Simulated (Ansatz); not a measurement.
**Pressure series in Ta**

Take Ta in the bcc (W type) structure (space group Im-3m, No. 229; a = 3.320 Å) as the base.

Cell and atoms are relaxed at each pressure.

Computed with PBE (Ansatz, a first-principles code, PAW, no spin-orbit coupling).

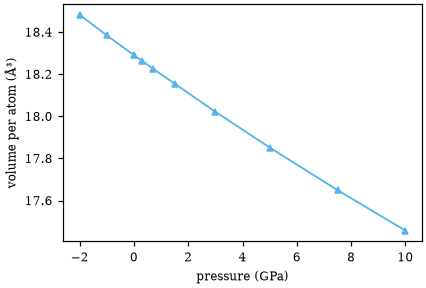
Fig. 1. Volume per atom against pressure

**Question.** From the plot, what is the volume per atom for pressure 10 GPa?

**Answer.** About 17.46 Å³.

**Question.** Is the trend monotonic over the range shown?

**Answer.** Yes, it falls throughout, spanning 17.46 Å³ to 18.48 Å³.

Load acts through the strain it causes; cell and atoms are relaxed under it. Whether these cells are dynamically stable was not tested. No other phases were tried under pressure. All final runs are without spin polarisation.
